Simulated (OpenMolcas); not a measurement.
# CHN: single-point calculation

The run: single-point calculation of CHN, SMILES C#N. Method and program: HF/STO-3G, UHF (OpenMolcas 26.06).

The geometry comes from this level: PBE0-D4/def2-TZVP.

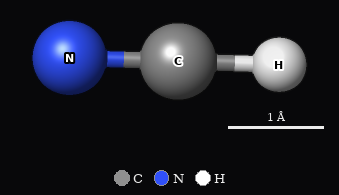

Fig. 1: The structure as given in the input (ball-and-stick view, seen at a tilt). Bond lengths as drawn: C–H 1.07 Å and C–N 1.15 Å.

## Input file
```
* CHN Hartree-Fock
&gateway
baslib = $CurrDir
coord
3
angstrom
C       -0.005600      -0.024400      -0.005600
N        0.252000       1.061000       0.255200
H       -0.246400      -1.036600      -0.249500
basis = STO-3G
group = NoSym
&seward
&scf
uhf
scramble = 0.25
prorbitals = 1 1
```

Run as:
```bash
export MOLCAS_MEM=1860
pymolcas step1.inp > step1.log
```

## What the program printed
```
--- Start Module: gateway ---

                                              &GATEWAY

                       available to each process: 1.9 GB of memory, 1 thread

 Basis Set     1 Label: C.STO-3G
 Basis set is read from library:.
 basistype.tbl is not found

 Basis Set     2 Label: N.STO-3G
 Basis set is read from library:.
 basistype.tbl is not found

 Basis Set     3 Label: H.STO-3G
 Basis set is read from library:.
 basistype.tbl is not found

++    Symmetry information:
      ---------------------

                    Character Table for C1

                             E
                    a        1  x, y, xy, Rz, z, xz, Ry, yz, Rx, I
--

++    Basis set information:
      ----------------------

      Basis set label: C.STO-3G.........

      Electronic valence basis set:
      ------------------
      Associated Effective Charge   6.000000 au
      Associated Actual Charge      6.000000 au
      Nuclear Model: Point charge

      Shell  nPrim  nBasis  Cartesian Spherical Contaminant
         s       6       2        X
         p       3       1        X

      Basis set label: N.STO-3G.........

      Electronic valence basis set:
      ------------------
      Associated Effective Charge   7.000000 au
      Associated Actual Charge      7.000000 au
      Nuclear Model: Point charge

      Shell  nPrim  nBasis  Cartesian Spherical Contaminant
         s       6       2        X
         p       3       1        X

      Basis set label: H.STO-3G.........

      Electronic valence basis set:
      ------------------
      Associated Effective Charge   1.000000 au
      Associated Actual Charge      1.000000 au
      Nuclear Model: Point charge

      Shell  nPrim  nBasis  Cartesian Spherical Contaminant
         s       3       1        X
--

++    Molecular structure info:
      -------------------------

                    ************************************************
                    **** Cartesian Coordinates / bohr, angstrom ****
                    ************************************************

     Center  Label                x              y              z                     x              y              z
        1      C1              -0.010582      -0.046109      -0.010582             -0.005600      -0.024400      -0.005600
        2      N2               0.476211       2.004999       0.482258              0.252000       1.061000       0.255200
        3      H3              -0.465629      -1.958890      -0.471487             -0.246400      -1.036600      -0.249500

                    ***************************************
                    *    InterNuclear Distances / bohr    *
                    ***************************************

               1 C1            2 N2            3 H3
    1 C1       0.000000
    2 N2       2.164926        0.000000
    3 H3       2.019463        4.184389        0.000000

                    *******************************************
                    *    InterNuclear Distances / angstrom    *
                    *******************************************

               1 C1            2 N2            3 H3
    1 C1       0.000000
    2 N2       1.145630        0.000000
    3 H3       1.068654        2.214283        0.000000

                    **************************************
                    *    Valence Bond Angles / degree    *
                    **************************************
                          Atom centers                 Phi
                      2 N2       1 C1       3 H3       179.95
--

            Nuclear Potential Energy             24.04416857 au

--- Stop Module: gateway /rc=_RC_ALL_IS_WELL_ ---

--- Start Module: seward ---

                                              &SEWARD

                       available to each process: 1.9 GB of memory, 1 thread

               SEWARD will generate:
                  Multipole Moment integrals up to order  2
                  Kinetic Energy integrals
                  Nuclear Attraction integrals (point charge)
                  One-Electron Hamiltonian integrals
                  Velocity integrals
                  Orbital angular momentum around (  0.2248   0.9459   0.2277 )
                  Velocity quadrupole around (  0.2248   0.9459   0.2277 )
                  Two-Electron Repulsion integrals

                   Integrals are discarded if absolute value <: 1.00E-14
                   Integral cutoff threshold is set to       <: 1.00E-16

            Nuclear Potential Energy             24.04416857 au

      Basis set specifications :
      Symmetry species         a
      Basis functions           11

--- Stop Module: seward /rc=_RC_ALL_IS_WELL_ ---

--- Start Module: scf ---

                                                &SCF

                       available to each process: 1.9 GB of memory, 1 thread

++    Input section:
      --------------

      Header of the integral files:

      Cartesian coordinates in angstrom:
      -----------------------------------------------------
      No.  Label        X            Y            Z
      -----------------------------------------------------
       1   C1        -0.00560000  -0.02440000  -0.00560000
       2   N2         0.25200000   1.06100000   0.25520000
       3   H3        -0.24640000  -1.03660000  -0.24950000
      -----------------------------------------------------
      Nuclear repulsion energy =   24.04416857
--

++    Orbital specifications:
      -----------------------

      Symmetry species               1
                                     a
      Frozen orbitals                0
      Occupied orbitals alpha        7
      Occupied orbitals beta         7
      Secondary orbitals alpha       4
      Secondary orbitals beta        4
      Deleted orbitals               0
      Total number of orbitals      11
      Number of basis functions     11
--

      Molecular charge                           0.000

++    Optimization specifications:
      ----------------------------

      SCF Algorithm: Conventional USCF
      D(i)-D(i-1) density differences are used
      Number of density matrices in core                 5
      Maximum number of NDDO SCF iterations            400
      Maximum number of HF SCF iterations              400
      Threshold for SCF energy change             1.00E-09
      Threshold for density matrix                1.00E-04
      Threshold for Fock matrix                   1.50E-04
      Threshold for linear dependence             1.00E-09
      Threshold at which DIIS is turned on        1.50E-01
      Maximum depth in the DIIS procedure                5
      Maximum depth in the BFGS Hessian update          30
      Threshold at which QNR/C2DIIS is turned on  7.50E-02
      Threshold for Norm(delta) (QNR/C2DIIS)      1.00E-03
      All orbitals punched on: UHFORB
--

      Input vectors read from INPORB
      Orbital file label: *Guess orbitals
      Start orbitals are scrambled in order to introduce symmetry breaking

++ Convergence information
                               UHF SCF        iterations: Energy and convergence statistics

Iter     Tot. SCF        One-elec.       Two-elec.     Energy      Max Dij or  Max Fij      DNorm      TNorm      AccCon     Time
         Energy          Energy          Energy        Change      Delta Norm                                                in Sec.
   1   -91.405179010  -172.182891943    56.733544365   0.00E+00    7.09E-01*   2.44E-01*    5.18E+00   2.76E+01   None         0.
   2   -90.940745375  -170.823990278    55.839076335   4.64E-01*   6.00E-01*   3.77E-01*    4.19E+00   2.75E+01   EDIIS        0.
   3   -91.497790440  -171.378832512    55.836873505  -5.57E-01*   1.16E-01*   1.30E-01*    2.02E+00   2.75E+01   EDIIS        0.
   4   -91.665572820  -171.936135115    56.226393726  -1.68E-01*   6.68E-02*   2.78E-02*    5.11E-01   2.75E+01   c2DIIS       0.
   5   -91.674173043  -171.855527817    56.137186206  -8.60E-03*   4.19E-02*   1.44E-02*    1.43E-01   2.75E+01   QNRc2DIIS    0.
   6   -91.674744904  -171.865420101    56.146506629  -5.72E-04*   5.95E-02*   8.55E-03*    7.24E-02   2.75E+01   QNRc2DIIS    0.
   7   -91.674984216  -171.858006840    56.138854056  -2.39E-04*   1.09E-02*   3.01E-03*    9.70E-02   2.75E+01   QNRc2DIIS    0.
   8   -91.675022329  -171.862063760    56.142872863  -3.81E-05*   1.21E-02*   1.16E-03*    1.56E-02   2.75E+01   QNRc2DIIS    0.
   9   -91.675035561  -171.862028198    56.142824069  -1.32E-05*   4.42E-03*   2.76E-04*    2.11E-02   2.75E+01   QNRc2DIIS    0.
  10   -91.675037171  -171.862034208    56.142828469  -1.61E-06*   1.81E-03*   1.32E-04     6.70E-03   2.75E+01   QNRc2DIIS    0.
  11   -91.675037575  -171.862053895    56.142847752  -4.04E-07*   3.28E-03*   9.97E-05     2.15E-03   2.75E+01   QNRc2DIIS    0.
  12   -91.675038000  -171.862045561    56.142838992  -4.25E-07*   3.45E-04    4.89E-05     4.04E-03   2.75E+01   QNRc2DIIS    0.
  13   -91.675038016  -171.862040278    56.142833694  -1.54E-08*   1.50E-04    2.63E-05     5.52E-04   2.75E+01   QNRc2DIIS    0.
  14   -91.675038019  -171.862039318    56.142832731  -3.63E-09*   1.73E-05    2.91E-06     3.69E-04   2.75E+01   QNRc2DIIS    0.
  15   -91.675038019  -171.862039610    56.142833023  -5.96E-11    4.70E-06    1.61E-06     2.59E-05   2.75E+01   QNRc2DIIS    0.

       Convergence after  15 Iterations
--

 *****************************************************************************************************************************
 *                                             SCF/KS-DFT Program, Final results                                             *
 *                                                       Final Results                                                       *
 *****************************************************************************************************************************

::    Total SCF energy                                -91.6750380193
      One-electron energy                            -171.8620396102
      Two-electron energy                              56.1428330225
      Nuclear repulsion energy                         24.0441685683
      Kinetic energy (interpolated)                    90.9532181723
      Virial theorem                                    1.0079361661
      Total spin, S(S+1)                                0.0000001558
      Total spin, S                                     0.0000001558
      Max non-diagonal density matrix element           0.0000032097
      Max non-diagonal Fock matrix element              0.0000005932

      All orbitals with orbital energies smaller than  E(LUMO)+0.5 are printed

++    Molecular orbitals:
      -------------------

      Title: UHF orbitals (alpha)

      Molecular orbitals for symmetry species 1: a

          Orbital            1         2         3         4         5         6         7         8         9        10
          Energy          -15.3858  -11.0813   -1.1867   -0.7494   -0.4936   -0.4457   -0.4457    0.3528    0.3528    0.5467
          Occ. No.          1.0000    1.0000    1.0000    1.0000    1.0000    1.0000    1.0000    0.0000    0.0000    0.0000

--

      All orbitals with orbital energies smaller than  E(LUMO)+0.5 are printed

++    Molecular orbitals:
      -------------------

      Title: UHF orbitals (beta)

      Molecular orbitals for symmetry species 1: a

          Orbital            1         2         3         4         5         6         7         8         9        10
          Energy          -15.3859  -11.0812   -1.1867   -0.7494   -0.4936   -0.4457   -0.4457    0.3528    0.3528    0.5467
          Occ. No.          1.0000    1.0000    1.0000    1.0000    1.0000    1.0000    1.0000    0.0000    0.0000    0.0000

--

++    Molecular charges:
      ------------------

      Mulliken charges per centre and basis function type
      ---------------------------------------------------

                            C1                      N2                      H3
                     alpha        beta       alpha        beta       alpha        beta
      1s           1.5342      1.5341      1.8814      1.8814      0.4249      0.4249
      2px          0.4866      0.4863      0.5215      0.5218      0.0000      0.0000
      2pz          0.4866      0.4863      0.5217      0.5220      0.0000      0.0000
      2py          0.4864      0.4863      0.6567      0.6568      0.0000      0.0000
      Total        2.9937      2.9930      3.5814      3.5821      0.4249      0.4249
      Total              5.9867                  7.1635                  0.8498

      Charge            0.0133                 -0.1635                  0.1502

      Total electronic charge=   14.000000

      Total            charge=   -0.000000
--

++    Molecular orbitals:
      -------------------

      Title: Natural orbitals

      Molecular orbitals for symmetry species 1: a

          Orbital            1         2         3         4         5         6         7         8         9        10
          Energy          -15.3858  -11.0812   -1.1847   -0.7485   -0.4863   -0.4507   -0.4510    0.3551    0.3583    0.5840
          Occ. No.          2.0000    2.0000    2.0000    2.0000    2.0000    2.0000    2.0000    0.0000    0.0000    0.0000

          Orbital           11
          Energy            1.2805
          Occ. No.          0.0000

--

++    Molecular properties:
      ---------------------

      Charge (e):
                      =   -0.0000
      Dipole Moment (debye):
      Origin of the operator (angstrom)=    0.1190    0.5005    0.1205
                   X= -5.5284E-01               Y= -2.3270E+00               Z= -5.5981E-01           Total=  2.4564E+00
      Quadrupole Moment (debye*angstrom):
      Origin of the operator (angstrom)=    0.1190    0.5005    0.1205
                  XX= -1.0344E+01              XY=  2.0183E-01              XZ=  4.8717E-02              YY= -9.5451E+00
                  YZ=  2.0448E-01              ZZ= -1.0343E+01
      In traceless form (debye*angstrom)
                  XX= -4.0016E-01              XY=  3.0274E-01              XZ=  7.3075E-02              YY=  7.9842E-01
                  YZ=  3.0672E-01              ZZ= -3.9826E-01
--

--- Stop Module: scf /rc=_RC_ALL_IS_WELL_ ---

.##################.
.# Happy landing! #.
.##################.

    Timing: Wall=1.57 User=1.18 System=0.38
```

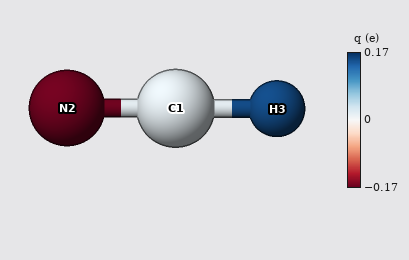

Fig. 2: Mulliken charges, as the colour of each atom (ball-and-stick view, seen on its broad side; atoms are numbered from 1 in the order of the input). By element: C +0.01, N −0.16 and H +0.15 e.

## Key numbers

- outcome: converged
- total energy: −91.675038 hartree
- basis functions: 11
- HOMO: −12.13 eV
- LUMO: 9.60 eV
- dipole moment: 2.46 debye
- hardware: 1 thread of Arm Neoverse V1, 24 GiB of memory available, shared host
- wall time: 1.9 s
- peak memory: 0.37 GiB
